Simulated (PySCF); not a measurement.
Consider BiH₄S₄ (charge −1).

Input file:

```
mol = gto.M(atom='''
Bi    -0.64043     0.01705    -0.08859
S     -0.14529    -1.07423     2.34643
H      0.87091    -0.20275     2.52551
S      0.85708    -1.05757    -2.17104
H      0.16471    -2.21719    -2.09679
S      1.36215     1.61342     0.17114
H      2.19284     0.70903    -0.39856
S     -2.20092     2.28301    -0.08398
H     -1.13537     3.10461    -0.20412''',
    basis={'Bi': 'def2-SVP', 'S': 'def2-SVP', 'H': 'def2-SVP'},
    ecp={'Bi': 'def2-SVP'},
    charge=-1, spin=0)
mf = dft.RKS(mol, xc='PBE0')
mf.grids.atom_grid = (75, 302)  # f atoms: at least (60, 302), unpruned
mf = mf.density_fit()  # Bi def2-universal-JKFIT, S def2-universal-JKFIT, H def2-universal-JKFIT
mf.conv_tol = 1e-09; mf.max_cycle = 55
mf.kernel(dm0)
```

Launched as:

```sh
OMP_NUM_THREADS=2 python run.py
```

Core potentials replace the inner electrons of Bi.

Level of theory: PySCF, RKS PBE0, Bi def2-SVP with ECP60, S def2-SVP, H def2-SVP; non-relativistic Hamiltonian with scalar-relativistic core potentials where named; density fitting.

Predict the electron density and electron localisation function between the atoms.

Bi–S (2.57 Å): ρ at the midpoint is about 0.46 e/Å³; the ELF peaks at about 0.85 in the valence shell of S, 0.9 Å from its nucleus, and drops to about 0.25 between the two atoms.
S–H (1.35 Å): ρ at the midpoint is about 1.4 e/Å³; the ELF climbs to about 1 towards the hydrogen, as it does in any bond to H.
Bi–S (2.71 Å): ρ at the midpoint is about 0.36 e/Å³; the ELF peaks at about 0.85 in the valence shell of S, 0.9 Å from its nucleus, and drops to about 0.25 between the two atoms.

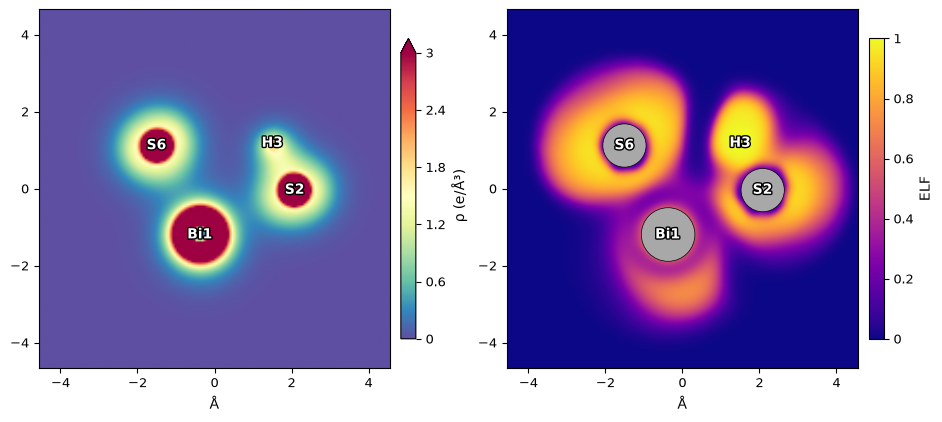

Computed electron density and electron localisation function on the plane of atoms S2, Bi1 and S6, in this order. Grey discs cover the atomic cores in the ELF map. 
